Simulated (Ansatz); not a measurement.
System: ZrTi2N3.

```xyz
6
Lattice="3.0916 0.0000 0.0000 -1.5458 2.6774 0.0000 0.0000 0.0000 7.5635" Properties=species:S:1:pos:R:3 pbc="T T T"
Zr    0.0000    0.0000    0.0000
Ti    0.0000    1.7849    4.9814
Ti    1.5458    0.8925    2.5821
N     1.5458    0.8925    6.1806
N     0.0000    0.0000    3.7817
N     0.0000    1.7849    1.3829
```

Space group P-3m1; a structure generated by program, which may or may not match a known phase; computed without spin polarisation.

These are results of Ansatz 0.2.0, DFT PBE, scalar-relativistic, plane waves, PAW, not measurements.

**What can the converged valence pseudo-density and electron localisation function tell about the bonding?**

Ti–N (2.15 Å): the density is about 0.48 e/Å³ at the midpoint; the ELF peaks at about 0.80 in the valence shell of N, 0.7 Å from its nucleus, and is about 0.20 at the midpoint; no localised pair shows between them.
Zr–N (2.26 Å): the density is about 0.49 e/Å³ at the midpoint; the ELF peaks at about 0.80 in the valence shell of N, 0.6 Å from its nucleus, and drops to about 0.15 between the two atoms: no shared electron pair shows on this line.
Bader's partition of the density gives Zr +1.87, Ti +1.75 and N −1.79 e.

**Which way does charge flow, and how much by Bader's partition?**

Electrons move from Zr and Ti towards N. Bader charges: Zr +1.87, Ti +1.75 and N −1.79 e.

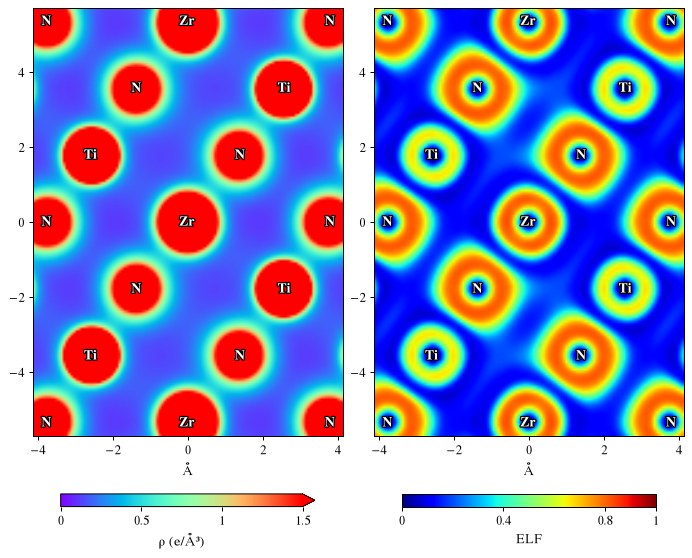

Computed valence pseudo-density and electron localisation function on the (110) plane of the conventional cell, in this order. 

The density is the valence pseudo-density of a PAW calculation; it isn't the true density close to the nuclei.
